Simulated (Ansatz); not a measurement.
# AlH$_{3}$O$_{2}$···F (doublet): what the fields show

The calculation's input:

```
crystal:
  periodic: [false, false, false]
  atoms:
    - { symbol: Al, position_ang: [0.0, 0.0, 0.0] }
    - { symbol: H, position_ang: [0.0, 0.0, 1.81] }
    - { symbol: O, position_ang: [1.5415, 0.0, -0.89] }
    - { symbol: H, position_ang: [1.8414, -0.9519, -1.0449] }
    - { symbol: O, position_ang: [-1.5415, 0.0, -0.89] }
    - { symbol: H, position_ang: [-2.0512, -0.8467, -0.6815] }
    - { symbol: F, position_ang: [0.0, 0.0, 3.03] }
magnetization:
  spin_polarized: true
  initial_magnetization: 1
basis:
  gaussian: { orbitals: "6-31G*" }
hamiltonian:
  xc: hf
relax:
  f_tol: 0.15
  max_steps: 25
  restrain:
    - { distance: [1, 6], at: 2.12, k: 30.0 }
    - { distance: [0, 1], at: 1.56, k: 30.0 }
output:
  orbitals: {}
```

Launched as:

```sh
ansatz run input.yaml --threads 1 --pin off --max-ram 2048MiB --backend cpu --events-out ev --progress --plain --runs-dir out
```

The fields are those of the run's last geometry, not of the input's.

Computed with UHF/6-31G* in Ansatz 0.2.0.

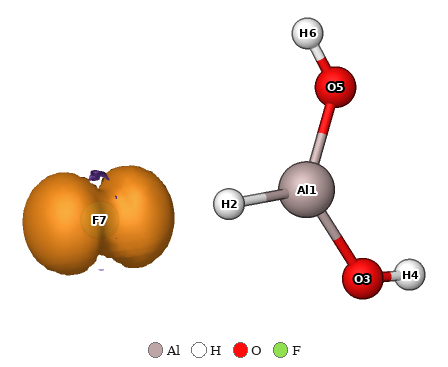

Figure 1. Isosurfaces of the spin density at +0.03 (orange) and −0.03 e/Å³ (purple), seen at a tilt.

Where is the unpaired spin?

The unpaired spin (1 electron) lies mostly on F7 (about 1.0), in electrons by Hirshfeld's partition.

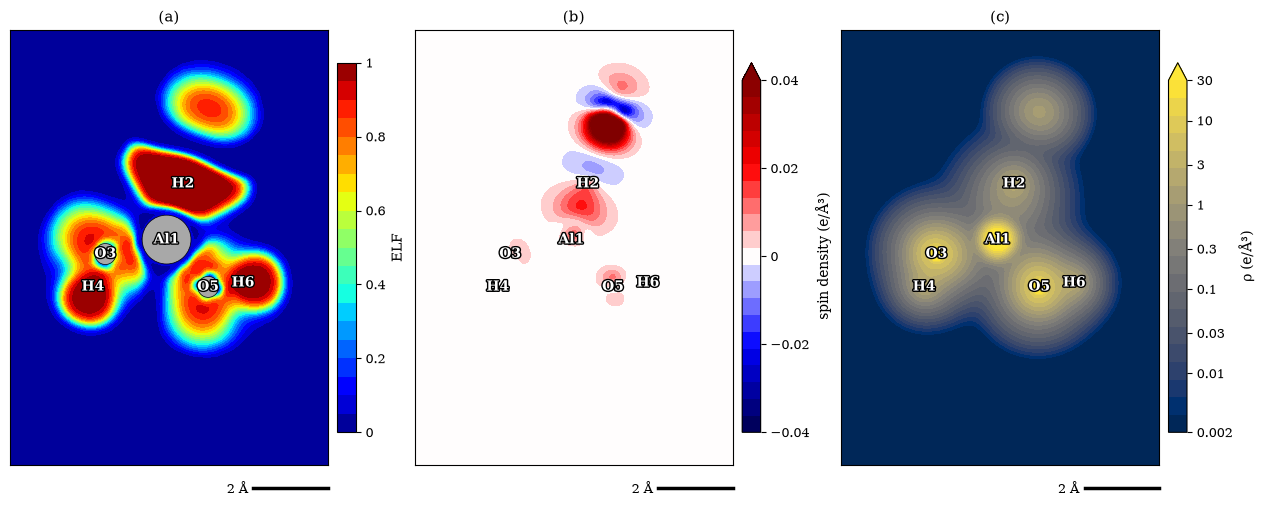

Figure 2. (a) electron localisation function; (b) spin density; (c) total electron density on the plane of atoms O3, Al1 and O5. Grey discs cover the atomic cores in the ELF map.

Read the bonding off the picture.

Atoms in the plane: Al, H and O. Al–O (1.69 Å): ρ at the midpoint is about 0.86 e/Å³; the ELF peaks at about 0.90 in the valence shell of O, 0.6 Å from its nucleus, and is about 0.35 at the midpoint. O–H (0.94 Å): ρ at the midpoint is about 3.7 e/Å³; the ELF climbs to about 1 towards the hydrogen, as it does in any bond to H: a covalent bond by its length. Al–H (1.56 Å): ρ at the midpoint is about 0.56 e/Å³; the ELF climbs to about 1 towards the hydrogen. The ELF also peaks beside O5 and O3, away from the bonds: non-bonding electrons, paired or unpaired.

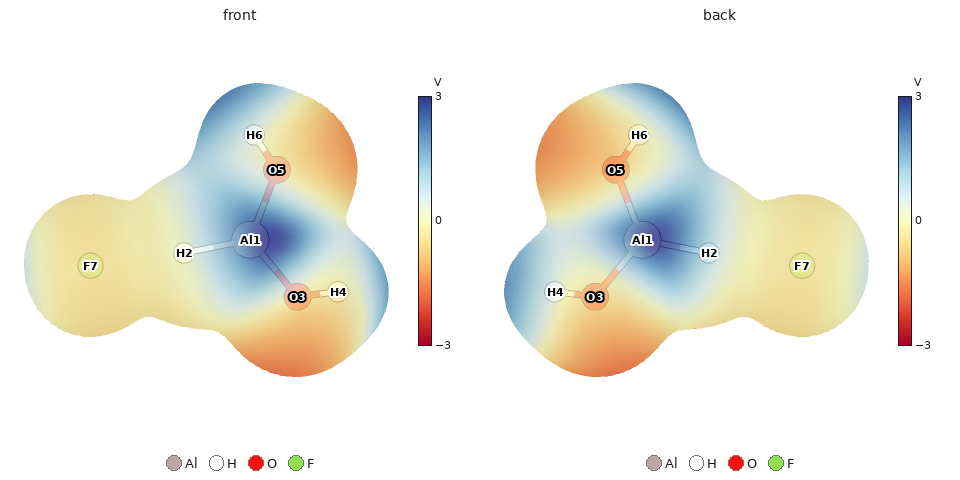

Figure 3. The molecular electrostatic potential painted on the density surface at 0.001 e/bohr³, seen from the front and from behind; red is negative and blue positive.

Where is the surface potential most negative and most positive?

The most negative region (about −1.6 V) lies over O3, the most positive (about +2.9 V) over Al1. O3 is the likeliest acceptor of a hydrogen bond.

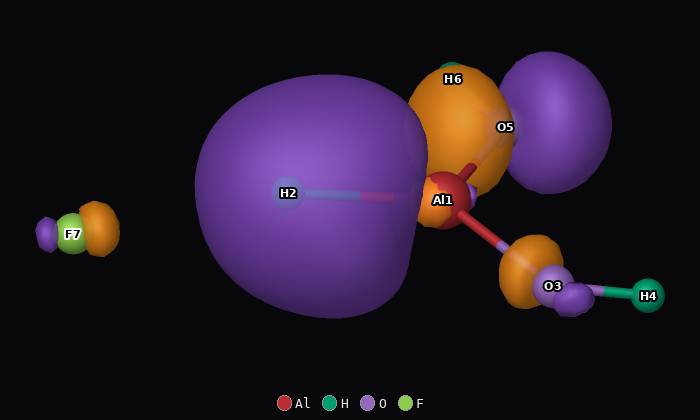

Figure 4. The HOMO (α) at ±0.15 Å⁻³ᐟ² (orange and purple are the two phases), seen at an oblique angle.

What is the character of this orbital?

It lies mainly on H2 (about 45 %), Al1 (about 30 %) and O5 (about 20 %). Its energy is −12.53 eV.
